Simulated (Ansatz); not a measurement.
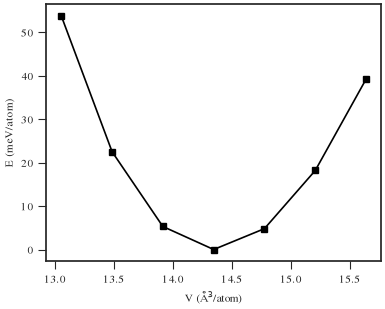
TiSi₂ in space group Cmcm (No. 63; Ti on 4c, Si on 4c, Si on 4c) under volume change, plane-wave PAW PBE (Ansatz code), shape and atoms relaxed at each volume.

Task: What does a third-order Birch–Murnaghan fit give for V₀, B₀ and B′?

Result: V₀ = 14.35 Å³/atom, B₀ = 126 GPa, B′ = 4.3.

The cell was relaxed with PBE under the symmetry of its start; of distortions, only those at the zone centre were tested. The run is not spin-polarised.

Potentials: the later of the program's two PAW sets.
